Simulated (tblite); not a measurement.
## C5H11Si: geometry relaxation

C5H11Si, multiplicity 2, computed with GFN2-xTB geometry optimisation, gas phase (tblite 0.8.0).

It belongs to a series of runs on one base structure; here: X = H replaced by cPr.

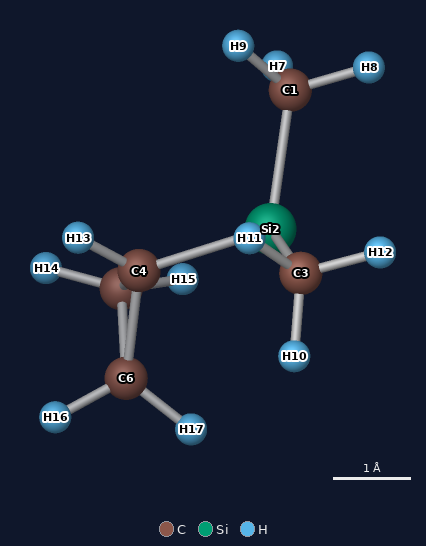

The input geometry (ball-and-stick view, seen at a tilt; atoms are numbered from 1 in the order of the input). Bond lengths as drawn: C–C 1.51 to 1.52 Å, C–H 1.07 to 1.11 Å and C–Si 1.83 to 1.88 Å.

Summary

- outcome: converged
- total energy: −488.1031 eV
- hardware: 1 CPU thread, shared host
- peak memory: 0.18 GiB

Input
```
{"job": {"kind": "relax", "xc": "GFN2-xTB", "basis": "xTB"}, "charge": 0, "multiplicity": 2}
C     -1.514200     1.305900     1.083800
Si    -0.785800    -0.142500     0.211500
C     -1.790200    -0.715100    -1.210400
C      1.008900     0.153000    -0.259900
C      2.071900    -0.049500     0.803000
C      1.932600    -1.037100    -0.331900
H     -0.939800     1.584500     1.966500
H     -2.538900     1.100000     1.415800
H     -1.553600     2.179500     0.428200
H     -1.382300    -1.615700    -1.661600
H     -1.852500     0.056200    -1.992000
H     -2.827700    -0.944000    -0.903400
H      1.147800     0.945400    -0.960400
H      2.931500     0.621100     0.776400
H      1.804400    -0.371600     1.795500
H      2.698300    -1.029500    -1.088800
H      1.582600    -2.028400    -0.082200
```

The first line tells a small driver script what to run in tblite; the rest is the geometry in Å.

Run as:
```bash
OMP_NUM_THREADS=1 python <driver script> task.json out
```

Output
```
step      E/eV     max force
  0    -487.92878    1.917
  1    -488.03268    0.778
  2    -488.05400    0.531
  3    -488.07294    0.278
  4    -488.08115    0.178
  5    -488.08692    0.169
  6    -488.09081    0.158
  7    -488.09340    0.127
  8    -488.09497    0.080
  9    -488.09619    0.069
 10    -488.09724    0.075
 11    -488.09788    0.076
 12    -488.09823    0.053
 13    -488.09852    0.042
 14    -488.09885    0.064
 15    -488.09926    0.079
 16    -488.09976    0.079
 17    -488.10030    0.063
 18    -488.10082    0.049
 19    -488.10126    0.047
 20    -488.10163    0.055
 21    -488.10192    0.046
 22    -488.10210    0.028
 23    -488.10222    0.023
 24    -488.10232    0.029
 25    -488.10245    0.034
 26    -488.10260    0.029
 27    -488.10271    0.019
 28    -488.10278    0.017
 29    -488.10283    0.020
 30    -488.10291    0.024
 31    -488.10301    0.023
 32    -488.10309    0.015
 33    -488.10312    0.008
```

Trajectory as extended XYZ (Å, eV, eV/Å), 13 of the 34 frames kept, from step=0 to step=33
```
17
Properties=species:S:1:pos:R:3:forces:R:3 step=0 energy=-487.92878
C    -1.5142    1.3059    1.0838   -0.7740   1.1190   0.7450
Si   -0.7858   -0.1425    0.2115    1.1510  -0.8780   0.9020
C    -1.7902   -0.7151   -1.2104   -1.3990  -0.4040  -1.2470
C     1.0089    0.1530   -0.2599    0.0020  -0.8840   0.9200
C     2.0719   -0.0495    0.8030    0.2290   0.0940  -0.8940
C     1.9326   -1.0371   -0.3319    0.1960   0.5630   0.4060
H    -0.9398    1.5845    1.9665   -0.0630   0.0210  -0.0870
H    -2.5389    1.1000    1.4158    0.2690   0.1110  -0.0940
H    -1.5536    2.1795    0.4282   -0.0360   0.0100   0.0870
H    -1.3823   -1.6157   -1.6616   -0.0440   0.0500  -0.0650
H    -1.8525    0.0562   -1.9920   -0.0120  -0.2330   0.1100
H    -2.8277   -0.9440   -0.9034    0.5050   0.1090  -0.2060
H     1.1478    0.9454   -0.9604    0.4250   0.3850  -0.4110
H     2.9315    0.6211    0.7764   -0.2250  -0.2030   0.0610
H     1.8044   -0.3716    1.7955   -0.1530   0.0550  -0.0290
H     2.6983   -1.0295   -1.0888    0.1040  -0.0350  -0.0980
H     1.5826   -2.0284   -0.0822   -0.1760   0.1220  -0.1010
17
Properties=species:S:1:pos:R:3:forces:R:3 step=3 energy=-488.07294
C    -1.5306    1.3352    1.1026    0.0980  -0.1840  -0.0410
Si   -0.7700   -0.1841    0.2512   -0.1790  -0.0470   0.0570
C    -1.8183   -0.7260   -1.2403    0.1830  -0.0040   0.2090
C     1.0134    0.1415   -0.2437   -0.0500  -0.1000   0.0480
C     2.0835   -0.0496    0.7906    0.0930   0.0370  -0.0310
C     1.9504   -1.0309   -0.3227    0.0550   0.0280  -0.0570
H    -0.9413    1.5936    1.9726   -0.0570   0.1730   0.1090
H    -2.5407    1.1067    1.4174   -0.0890   0.1310   0.0740
H    -1.5572    2.1878    0.4300   -0.0280   0.0610   0.0250
H    -1.3872   -1.6194   -1.6730   -0.1020  -0.0700  -0.1870
H    -1.8561    0.0514   -1.9970   -0.0310  -0.0020  -0.0730
H    -2.8252   -0.9441   -0.9122   -0.1440  -0.0540  -0.1180
H     1.1672    0.9438   -0.9637    0.1260  -0.1010   0.0520
H     2.9278    0.6179    0.7781    0.1270   0.0910   0.0140
H     1.7998   -0.3646    1.7824   -0.0500   0.0160   0.0280
H     2.7024   -1.0307   -1.0939    0.0950  -0.0120  -0.0750
H     1.5752   -2.0165   -0.0883   -0.0450   0.0380  -0.0350
17
Properties=species:S:1:pos:R:3:forces:R:3 step=6 energy=-488.09081
C    -1.5294    1.3327    1.1077   -0.0440   0.0410   0.0640
Si   -0.7796   -0.2012    0.2687    0.0600   0.1090  -0.0970
C    -1.8153   -0.7314   -1.2361   -0.0820  -0.0540  -0.0620
C     1.0124    0.1326   -0.2374    0.0140  -0.0230   0.0130
C     2.0947   -0.0476    0.7888    0.0040   0.0070   0.0130
C     1.9615   -1.0292   -0.3258   -0.0190  -0.0070  -0.0200
H    -0.9495    1.6132    1.9831   -0.0780   0.0500  -0.0180
H    -2.5475    1.1231    1.4250    0.0340   0.0850   0.0330
H    -1.5603    2.1919    0.4351    0.0270  -0.1070   0.0410
H    -1.4003   -1.6253   -1.6940   -0.0700   0.0260  -0.0330
H    -1.8591    0.0466   -2.0010    0.0420  -0.0520   0.1100
H    -2.8351   -0.9491   -0.9283    0.0310  -0.0210  -0.0870
H     1.1839    0.9302   -0.9571   -0.0330  -0.0360   0.0250
H     2.9386    0.6260    0.7798    0.0000   0.0140   0.0040
H     1.7959   -0.3599    1.7781    0.0590  -0.0040   0.0260
H     2.7120   -1.0321   -1.1025    0.0000   0.0050   0.0000
H     1.5702   -2.0084   -0.0940    0.0560  -0.0320  -0.0100
17
Properties=species:S:1:pos:R:3:forces:R:3 step=8 energy=-488.09497
C    -1.5304    1.3320    1.1119   -0.0340   0.0480   0.0380
Si   -0.7804   -0.1974    0.2658    0.0230   0.0100  -0.0210
C    -1.8170   -0.7358   -1.2361   -0.0460  -0.0280  -0.0520
C     1.0127    0.1286   -0.2352    0.0320   0.0340  -0.0010
C     2.0978   -0.0467    0.7890    0.0060  -0.0290   0.0090
C     1.9629   -1.0291   -0.3281    0.0330  -0.0270   0.0400
H    -0.9567    1.6223    1.9855   -0.0020   0.0200   0.0330
H    -2.5481    1.1331    1.4297   -0.0360   0.0180   0.0360
H    -1.5594    2.1866    0.4386    0.0210  -0.0070  -0.0420
H    -1.4084   -1.6259   -1.7024   -0.0040  -0.0310  -0.0170
H    -1.8572    0.0428   -1.9957    0.0310   0.0420   0.0170
H    -2.8373   -0.9523   -0.9382   -0.0380  -0.0270  -0.0150
H     1.1860    0.9243   -0.9536   -0.0360   0.0280  -0.0260
H     2.9421    0.6297    0.7805   -0.0610  -0.0310  -0.0070
H     1.7988   -0.3592    1.7794    0.0790  -0.0030  -0.0090
H     2.7148   -1.0321   -1.1049   -0.0350   0.0150   0.0200
H     1.5727   -2.0089   -0.0960    0.0670  -0.0320  -0.0030
17
Properties=species:S:1:pos:R:3:forces:R:3 step=11 energy=-488.09788
C    -1.5339    1.3354    1.1179    0.0070  -0.0090  -0.0210
Si   -0.7807   -0.1942    0.2625   -0.0570  -0.0320   0.0390
C    -1.8217   -0.7411   -1.2399    0.0210   0.0190   0.0180
C     1.0153    0.1281   -0.2336   -0.0280  -0.0150  -0.0040
C     2.1005   -0.0491    0.7895   -0.0050   0.0000  -0.0010
C     1.9667   -1.0311   -0.3257   -0.0090   0.0040  -0.0030
H    -0.9618    1.6312    1.9912    0.0110  -0.0040   0.0060
H    -2.5529    1.1425    1.4371   -0.0150   0.0020   0.0050
H    -1.5567    2.1831    0.4362   -0.0040   0.0280  -0.0240
H    -1.4145   -1.6300   -1.7106    0.0100  -0.0070   0.0010
H    -1.8528    0.0452   -1.9911   -0.0040   0.0290  -0.0260
H    -2.8437   -0.9576   -0.9471   -0.0180  -0.0030  -0.0030
H     1.1842    0.9234   -0.9544   -0.0030   0.0120  -0.0090
H     2.9397    0.6300    0.7798    0.0190   0.0130  -0.0180
H     1.8094   -0.3599    1.7810    0.0270  -0.0270   0.0300
H     2.7140   -1.0303   -1.1052    0.0100   0.0150  -0.0070
H     1.5821   -2.0135   -0.0974    0.0370  -0.0270   0.0160
17
Properties=species:S:1:pos:R:3:forces:R:3 step=14 energy=-488.09885
C    -1.5353    1.3371    1.1181   -0.0100   0.0110  -0.0020
Si   -0.7861   -0.1973    0.2663    0.0140   0.0000   0.0020
C    -1.8225   -0.7408   -1.2409   -0.0170   0.0070  -0.0120
C     1.0127    0.1262   -0.2330   -0.0160  -0.0220   0.0260
C     2.1008   -0.0496    0.7899   -0.0040   0.0100  -0.0020
C     1.9671   -1.0316   -0.3255   -0.0040   0.0020  -0.0100
H    -0.9625    1.6331    1.9926   -0.0070  -0.0100  -0.0360
H    -2.5553    1.1461    1.4396    0.0210   0.0170  -0.0160
H    -1.5562    2.1845    0.4332   -0.0040  -0.0170   0.0180
H    -1.4154   -1.6310   -1.7124    0.0010   0.0380   0.0170
H    -1.8518    0.0485   -1.9918   -0.0030  -0.0230   0.0180
H    -2.8467   -0.9593   -0.9508    0.0250   0.0160  -0.0190
H     1.1826    0.9235   -0.9547   -0.0250  -0.0430   0.0400
H     2.9401    0.6310    0.7772   -0.0110  -0.0030  -0.0140
H     1.8168   -0.3632    1.7840    0.0180  -0.0060  -0.0180
H     2.7145   -1.0276   -1.1057   -0.0040   0.0130   0.0010
H     1.5903   -2.0177   -0.0959    0.0250   0.0100   0.0070
17
Properties=species:S:1:pos:R:3:forces:R:3 step=16 energy=-488.09976
C    -1.5369    1.3388    1.1170   -0.0050  -0.0030   0.0000
Si   -0.7920   -0.2004    0.2706    0.0400   0.0090  -0.0190
C    -1.8237   -0.7391   -1.2416   -0.0090   0.0010   0.0000
C     1.0076    0.1215   -0.2298    0.0160  -0.0140   0.0430
C     2.1004   -0.0492    0.7900    0.0160  -0.0160  -0.0050
C     1.9667   -1.0317   -0.3264    0.0330  -0.0090   0.0200
H    -0.9636    1.6340    1.9906    0.0120   0.0010  -0.0190
H    -2.5562    1.1516    1.4406   -0.0080   0.0110  -0.0150
H    -1.5563    2.1848    0.4313   -0.0010  -0.0100   0.0060
H    -1.4157   -1.6284   -1.7125    0.0180   0.0200   0.0040
H    -1.8511    0.0505   -1.9915    0.0020  -0.0070   0.0110
H    -2.8479   -0.9594   -0.9565   -0.0070   0.0170  -0.0050
H     1.1780    0.9195   -0.9511   -0.0460  -0.0470   0.0430
H     2.9400    0.6324    0.7727   -0.0450  -0.0070  -0.0090
H     1.8269   -0.3679    1.7863    0.0060   0.0140  -0.0500
H     2.7148   -1.0232   -1.1064   -0.0240   0.0150  -0.0020
H     1.6021   -2.0219   -0.0933    0.0030   0.0270  -0.0030
17
Properties=species:S:1:pos:R:3:forces:R:3 step=19 energy=-488.10126
C    -1.5399    1.3406    1.1150    0.0080  -0.0130  -0.0030
Si   -0.7986   -0.2049    0.2760   -0.0150  -0.0070   0.0040
C    -1.8261   -0.7360   -1.2420    0.0120  -0.0010   0.0110
C     1.0012    0.1107   -0.2191    0.0190  -0.0170   0.0040
C     2.1026   -0.0510    0.7897    0.0330  -0.0200   0.0100
C     1.9702   -1.0330   -0.3252    0.0250  -0.0140   0.0110
H    -0.9635    1.6361    1.9854    0.0210   0.0090   0.0110
H    -2.5595    1.1622    1.4406   -0.0220  -0.0090  -0.0070
H    -1.5565    2.1846    0.4279    0.0060   0.0040  -0.0220
H    -1.4136   -1.6222   -1.7128    0.0220  -0.0140  -0.0120
H    -1.8495    0.0541   -1.9900    0.0080   0.0270  -0.0060
H    -2.8518   -0.9575   -0.9666   -0.0250   0.0080   0.0170
H     1.1638    0.9077   -0.9403   -0.0340   0.0120  -0.0080
H     2.9354    0.6356    0.7638    0.0020   0.0470   0.0030
H     1.8441   -0.3748    1.7859   -0.0230  -0.0010   0.0260
H     2.7127   -1.0135   -1.1092   -0.0100   0.0060  -0.0380
H     1.6220   -2.0266   -0.0889   -0.0280  -0.0160  -0.0020
17
Properties=species:S:1:pos:R:3:forces:R:3 step=22 energy=-488.10210
C    -1.5411    1.3410    1.1139    0.0010   0.0080   0.0010
Si   -0.8024   -0.2086    0.2796   -0.0020  -0.0120   0.0140
C    -1.8270   -0.7345   -1.2421   -0.0010   0.0010  -0.0090
C     0.9999    0.1030   -0.2125   -0.0100  -0.0020  -0.0070
C     2.1074   -0.0537    0.7909   -0.0070   0.0130   0.0060
C     1.9751   -1.0355   -0.3236   -0.0130   0.0010  -0.0130
H    -0.9612    1.6377    1.9828   -0.0120   0.0010  -0.0070
H    -2.5626    1.1665    1.4390    0.0200  -0.0040  -0.0050
H    -1.5558    2.1841    0.4241    0.0100  -0.0190  -0.0070
H    -1.4100   -1.6195   -1.7136   -0.0120   0.0080   0.0000
H    -1.8476    0.0582   -1.9890    0.0100   0.0010   0.0180
H    -2.8552   -0.9550   -0.9700    0.0240   0.0030  -0.0010
H     1.1518    0.9019   -0.9346   -0.0050   0.0030  -0.0030
H     2.9324    0.6426    0.7598    0.0030   0.0190   0.0200
H     1.8505   -0.3780    1.7877    0.0040   0.0030   0.0180
H     2.7097   -1.0081   -1.1151   -0.0090  -0.0170  -0.0160
H     1.6290   -2.0302   -0.0871   -0.0010  -0.0090  -0.0080
17
Properties=species:S:1:pos:R:3:forces:R:3 step=25 energy=-488.10245
C    -1.5407    1.3412    1.1132    0.0100  -0.0160  -0.0070
Si   -0.8040   -0.2115    0.2826    0.0130  -0.0090   0.0040
C    -1.8264   -0.7337   -1.2422    0.0150   0.0030   0.0160
C     0.9983    0.1003   -0.2110   -0.0040   0.0100   0.0100
C     2.1082   -0.0533    0.7917   -0.0120  -0.0020  -0.0130
C     1.9753   -1.0361   -0.3242   -0.0010   0.0100   0.0090
H    -0.9616    1.6389    1.9816    0.0010   0.0080   0.0060
H    -2.5617    1.1674    1.4379   -0.0050  -0.0010   0.0010
H    -1.5540    2.1816    0.4210    0.0080  -0.0040  -0.0140
H    -1.4102   -1.6180   -1.7144   -0.0030  -0.0030  -0.0090
H    -1.8452    0.0607   -1.9865    0.0090   0.0120   0.0040
H    -2.8540   -0.9538   -0.9709   -0.0060  -0.0010   0.0010
H     1.1466    0.9004   -0.9331    0.0000  -0.0080   0.0050
H     2.9310    0.6476    0.7614   -0.0270  -0.0180   0.0090
H     1.8532   -0.3783    1.7902    0.0120   0.0100  -0.0280
H     2.7070   -1.0087   -1.1193   -0.0170  -0.0080   0.0100
H     1.6311   -2.0324   -0.0878    0.0070   0.0180  -0.0050
17
Properties=species:S:1:pos:R:3:forces:R:3 step=28 energy=-488.10278
C    -1.5396    1.3401    1.1117    0.0010  -0.0070   0.0030
Si   -0.8048   -0.2164    0.2872   -0.0020  -0.0060   0.0050
C    -1.8247   -0.7324   -1.2410    0.0010  -0.0050   0.0060
C     0.9954    0.0974   -0.2074   -0.0010   0.0040  -0.0030
C     2.1079   -0.0529    0.7914    0.0010  -0.0030  -0.0010
C     1.9753   -1.0358   -0.3241   -0.0040   0.0020  -0.0010
H    -0.9621    1.6412    1.9801    0.0050   0.0050   0.0000
H    -2.5611    1.1689    1.4366   -0.0060   0.0010  -0.0040
H    -1.5509    2.1776    0.4157    0.0060  -0.0110  -0.0060
H    -1.4106   -1.6161   -1.7163    0.0050  -0.0010  -0.0070
H    -1.8411    0.0650   -1.9826    0.0100   0.0050   0.0100
H    -2.8532   -0.9523   -0.9727   -0.0070   0.0040   0.0020
H     1.1398    0.8972   -0.9301    0.0040   0.0060  -0.0030
H     2.9264    0.6517    0.7632    0.0030  -0.0020  -0.0170
H     1.8588   -0.3785    1.7903   -0.0110  -0.0110  -0.0030
H     2.7020   -1.0093   -1.1233    0.0030   0.0140   0.0060
H     1.6356   -2.0333   -0.0885   -0.0070   0.0050   0.0150
17
Properties=species:S:1:pos:R:3:forces:R:3 step=30 energy=-488.10291
C    -1.5390    1.3389    1.1114   -0.0070   0.0100   0.0080
Si   -0.8049   -0.2188    0.2892   -0.0030  -0.0030   0.0050
C    -1.8240   -0.7324   -1.2400   -0.0130  -0.0060  -0.0120
C     0.9944    0.0972   -0.2065   -0.0030  -0.0020  -0.0090
C     2.1076   -0.0531    0.7910    0.0000   0.0080   0.0080
C     1.9749   -1.0354   -0.3240   -0.0080  -0.0040  -0.0100
H    -0.9616    1.6423    1.9797   -0.0040  -0.0020  -0.0100
H    -2.5615    1.1693    1.4356    0.0090   0.0030  -0.0050
H    -1.5493    2.1752    0.4132    0.0050  -0.0200   0.0020
H    -1.4102   -1.6155   -1.7176   -0.0030   0.0090   0.0030
H    -1.8387    0.0669   -1.9803    0.0080  -0.0060   0.0200
H    -2.8536   -0.9513   -0.9728    0.0120   0.0050  -0.0040
H     1.1380    0.8968   -0.9295    0.0020   0.0080  -0.0030
H     2.9248    0.6523    0.7622    0.0180   0.0080  -0.0140
H     1.8594   -0.3794    1.7894   -0.0120  -0.0130   0.0130
H     2.7004   -1.0083   -1.1238    0.0110   0.0110  -0.0030
H     1.6362   -2.0327   -0.0872   -0.0100  -0.0060   0.0120
17
Properties=species:S:1:pos:R:3:forces:R:3 step=33 energy=-488.10312
C    -1.5381    1.3368    1.1114   -0.0030   0.0020  -0.0010
Si   -0.8053   -0.2234    0.2931    0.0010  -0.0010   0.0010
C    -1.8230   -0.7329   -1.2384   -0.0020   0.0020  -0.0010
C     0.9922    0.0968   -0.2057    0.0010  -0.0020  -0.0020
C     2.1069   -0.0525    0.7908   -0.0010   0.0050   0.0010
C     1.9734   -1.0348   -0.3246    0.0040  -0.0020   0.0010
H    -0.9615    1.6446    1.9783   -0.0030  -0.0060  -0.0020
H    -2.5613    1.1703    1.4336    0.0020   0.0030   0.0030
H    -1.5453    2.1684    0.4082    0.0000  -0.0030  -0.0030
H    -1.4102   -1.6139   -1.7201   -0.0040   0.0020   0.0070
H    -1.8333    0.0704   -1.9738    0.0000   0.0010   0.0050
H    -2.8534   -0.9493   -0.9735    0.0030  -0.0020  -0.0060
H     1.1350    0.8969   -0.9286   -0.0050   0.0020   0.0030
H     2.9233    0.6542    0.7598    0.0070  -0.0040  -0.0010
H     1.8594   -0.3817    1.7889   -0.0010   0.0050   0.0010
H     2.6984   -1.0059   -1.1250    0.0050  -0.0010   0.0010
H     1.6360   -2.0320   -0.0844   -0.0040  -0.0010  -0.0060
```

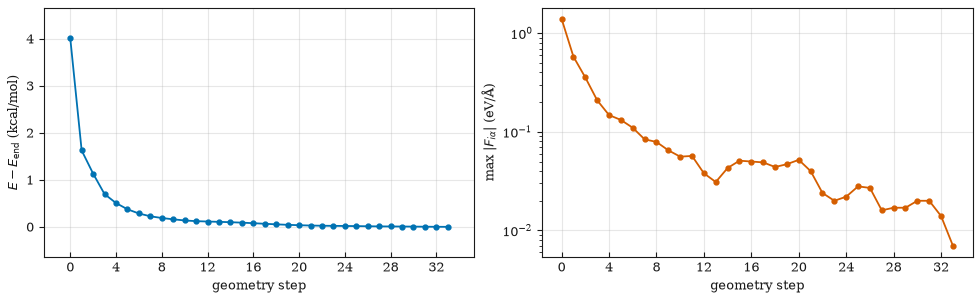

Progress of the relaxation, step by step (steps are counted from 0).

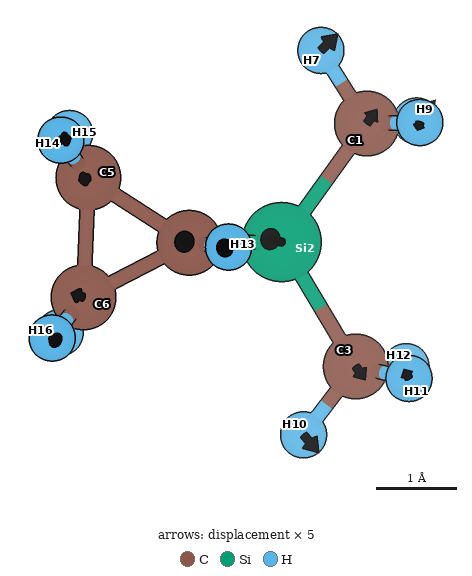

The starting structure with the displacements as black arrows, magnified 5 times (ball-and-stick view, seen at a tilt). The two geometries are laid on each other by the best rigid fit. After 33 geometry steps the energy has fallen by 4.02 kcal/mol. The largest force component goes from 1.4 to 0.007 eV/Å. The largest move after the best rigid fit is that of Si2, 0.12 Å. Largest moves by element: Si 0.12 Å, C 0.08 Å, H 0.08 Å. Distances before and after: Si2–C3 1.833 → 1.908 Å, C1–Si2 1.841 → 1.908 Å, C4–H13 1.067 → 1.088 Å, C3–H12 1.106 → 1.086 Å. Among the angles that change: C5–C4–H13 117.9° → 114.6°, C4–C6–H17 121.0° → 118.3°, Si2–C4–C5 118.2° → 120.9°. (Atoms are counted from 1 in the order of the input.)
